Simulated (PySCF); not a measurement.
**F₃Ga, SMILES `[F][Ga]([F])[F]`: what the electrons do**

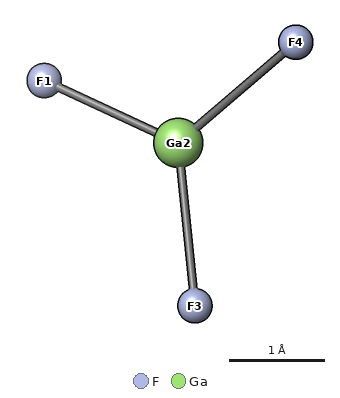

The molecule, with its atoms numbered as below. No frequency check shows the geometry to be a minimum.

Geometry (Å), atoms numbered from 1:

```
F1       1.4087   -1.0081    0.0000
Ga2      0.0001    0.0000    0.0000
F3       0.1685    1.7241    0.0000
F4      -1.5776   -0.7160    0.0000
```

Part 1: Bonding charge

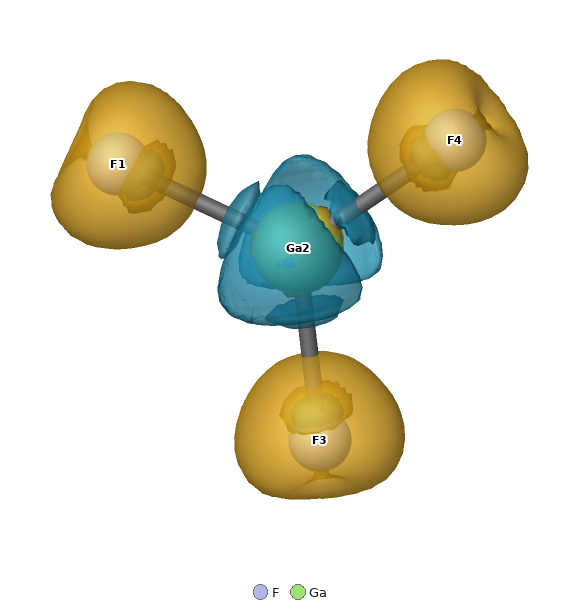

Deformation density (molecule less spherical, spin-averaged free atoms at the same positions), surfaces at ±0.1 e/Å³; yellow: gain, teal: loss.

Method: HF/6-311G**; geometry: GFN2-xTB; program: PySCF.

**How much density has each bond gained at its critical point, relative to the free atoms?**

F1–Ga2, Ga2–F3 and Ga2–F4: +0.01 e/Å³ at the bond critical point (bond length 1.73 Å, Mayer order 0.7); up to 0.6 Å beside the axis the gain reaches +0.17 e/Å³. In all, 1.3 electrons gather in the regions of gain relative to the promolecule. A small or negative value marks a very polar bond, one between electron-rich atoms, whose free-atom densities already overlap strongly, a long bond to a heavier atom, or a closed-shell contact such as a hydrogen bond.

**Where do the Hirshfeld charges lie?**

The highest Hirshfeld charge is on Ga2 (+1.06 e), the lowest on F1, F3 and F4 (−0.35 e).

Part 2: Bond critical points

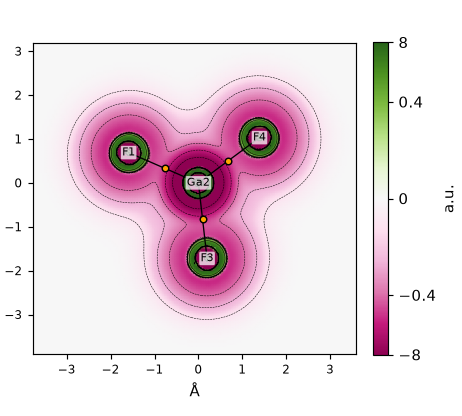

Negative Laplacian of the density (−∇²ρ) in the molecular plane (green positive, pink negative, colour scale in a.u., logarithmic beyond ±0.04), with bond paths and bond critical points (dots).

**At which bond critical points in this plane is charge locally concentrated, and at which depleted?**

At none is it concentrated. Depleted (∇²ρ > 0): F1–Ga2, Ga2–F3 and Ga2–F4 (+0.99 a.u., H = −0.012).

Part 3: Local ionisation energy

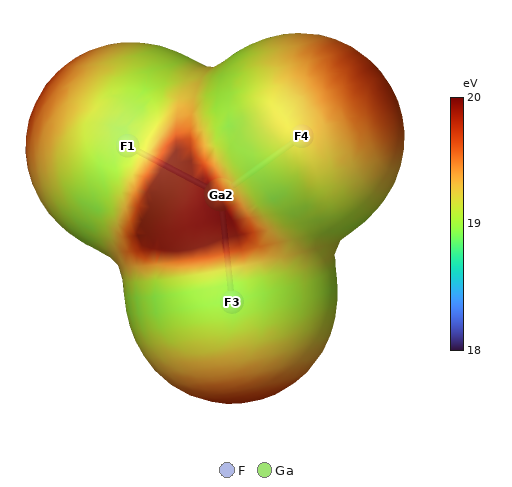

Average local ionisation energy on the surface of electron density 0.001 a.u.

**Locate the minima of the map.**

The lowest value is 18.9 eV, off the molecular plane, over F3 (1.7 Å), and at like points elsewhere. For comparison, the highest occupied orbital lies at −17.2 eV.

Part 4: Removing or adding an electron

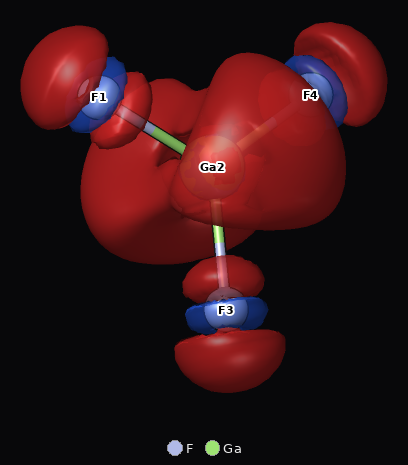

Fukui function f⁺ = ρ(N+1) − ρ(N) at fixed geometry, surfaces at ±0.02 e/Å³ (red positive, blue negative).

PySCF calculation, ωB97X/def2-SVP, gas phase; geometry: GFN2-xTB.

**Which atoms respond most to the addition of an electron?**

f⁺ (Hirshfeld-condensed) is largest on Ga2 (0.64); the vertical electron affinity is −0.21 eV (the stability of the anion's solution wasn't checked; negative, but this basis has no diffuse functions, so it doesn't show that the anion is unbound). Condensed values hint at sites of nucleophilic attack but needn't mark the atom that reacts. Orbital relaxation makes it negative in places (0.08 e in all).

The PySCF runs shown took 1 s and 45 s on 1 thread of INTEL(R) XEON(R) PLATINUM 8581C CPU @ 2.30GHz (Emerald Rapids), on a shared host.
